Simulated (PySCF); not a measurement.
## Electronic structure of C7H10O in real space

```xyz
18

C     2.4458   -0.5270    0.3288
C     1.2472    0.0240    0.3623
C     0.4139    0.2930   -0.8552
C    -0.0563    1.7273   -0.8867
C    -1.3802    1.7512   -0.9087
O    -1.9774    0.5342   -0.9301
C    -0.9482   -0.4660   -0.8985
C    -1.2045   -1.4075    0.2728
H     3.0252   -0.6864    1.2223
H     2.8993   -0.8430   -0.5969
H     0.8181    0.3457    1.3012
H     1.0078    0.0508   -1.7430
H     0.6092    2.5659   -0.8583
H    -2.0563    2.5874   -0.9219
H    -1.0302   -1.0344   -1.8341
H    -2.1509   -1.9207    0.1220
H    -1.2652   -0.8475    1.2019
H    -0.4062   -2.1409    0.3455
```

Geometry: GFN2-xTB.

Method: PBE0/pcSseg-1, SCF density, gas phase, non-relativistic (PySCF 2.14.0).

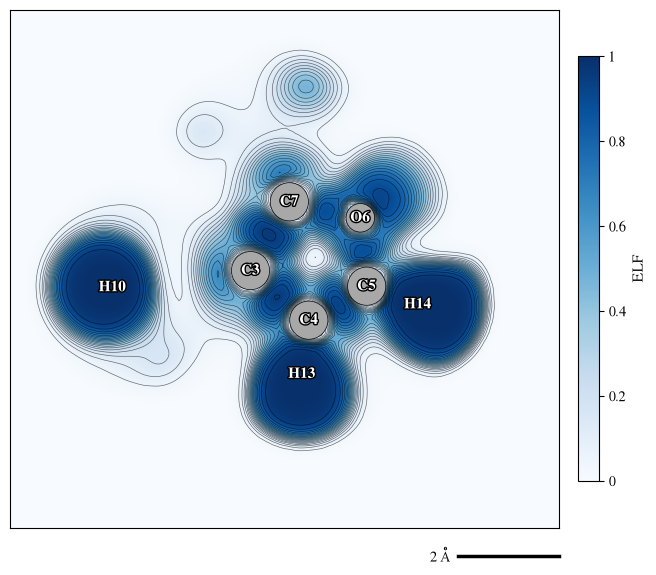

Figure 1. ELF on the plane of atoms C4, C3 and C7. Grey discs cover the atomic cores.

What do the fields say about this system?

The section cuts through C, O and H sites. C–C (1.32 Å): the ELF peaks at about 0.95 between the atoms; a multiple bond. C–O (1.36 Å): the ELF peaks at about 0.90 between the atoms; a shared but strongly polarised pair. C–H (1.07 Å): the ELF climbs to about 1 towards the hydrogen, as it does in any bond to H; an ordinary covalent bond to hydrogen. C–O (1.44 Å): the ELF peaks at about 0.90 between the atoms: a shared but strongly polarised pair. C–C (1.51 Å): the ELF peaks at about 0.95 between the atoms; a shared electron pair. The ELF also peaks beside O6, away from the bonds: lone-pair regions.

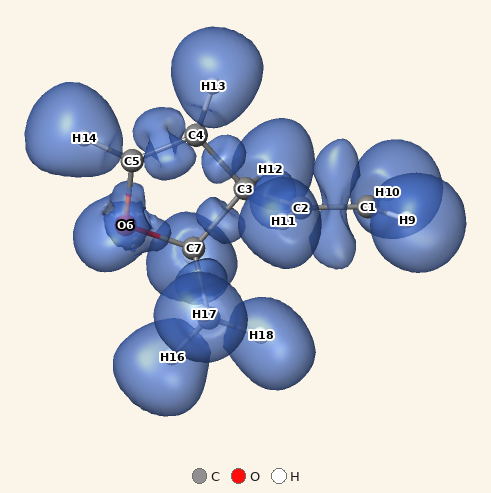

Figure 2. Isosurface of the ELF at 0.75 (blue), seen across its widest extent. Core shells and regions of very low density are left out.

What do the ELF domains correspond to?

The ELF exceeds this value in six regions between bonded C–C atoms (shared pairs), ten regions around hydrogen nuclei and one region on O in which the atom's valence shell and bonds are merged.

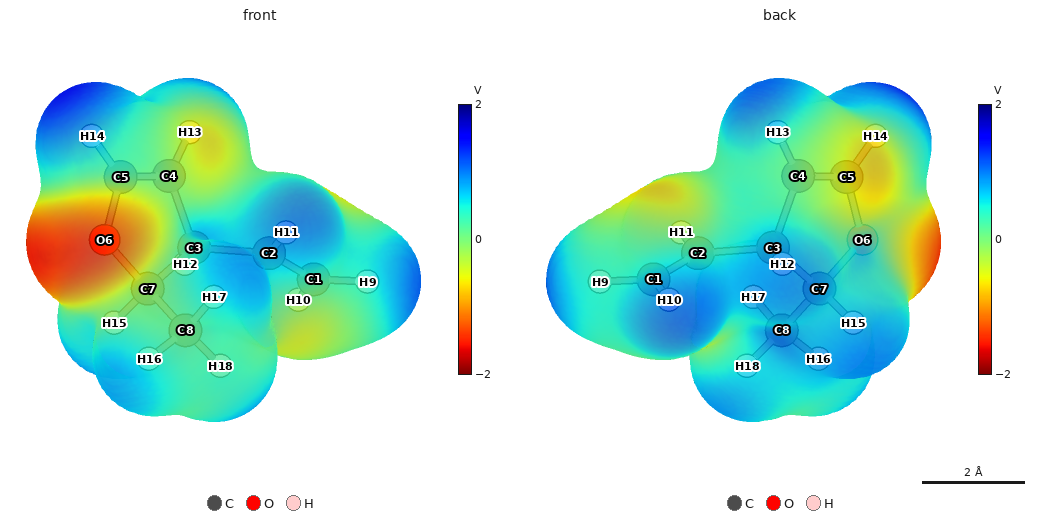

Figure 3. The electrostatic potential painted on the density surface at 0.004 e/bohr³, seen from the front and from behind; the colour scale runs from red (negative) to blue (positive).

Which sites attract a positive test charge, and which a negative one?

A positive charge is drawn to the negative regions and a negative charge to the positive ones. The most negative region (about −1.6 V) lies over O6, the most positive (about +1.4 V) over H14. O6 is the likeliest acceptor of a hydrogen bond.
